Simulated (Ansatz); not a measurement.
Base system: SrO in the rock salt structure (space group Fm-3m, No. 225; a = 5.1950 Å).

Now apply this change: cell and atoms relaxed at a pressure of 0.7 GPa.

Method: Kohn–Sham DFT with the PBE functional, run in Ansatz (an electronic-structure program) with PAW and 420 eV plane waves, no spin-orbit coupling.

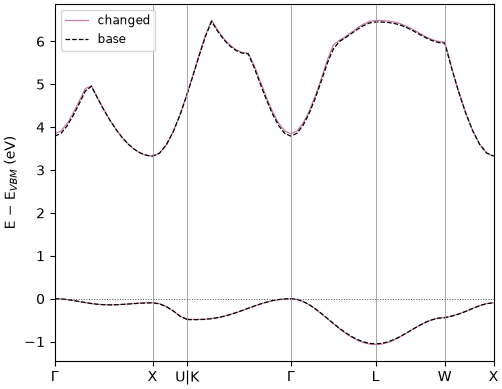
Figure. Highest valence and lowest conduction band along the path, each from its own valence-band maximum

Question: From the figure, how large is the changed gap, and is it direct?

Answer: About 3.3 eV, indirect, Γ → X.

Load acts through the strain it causes; cell and atoms are relaxed under it. No phonon test of stability was made.
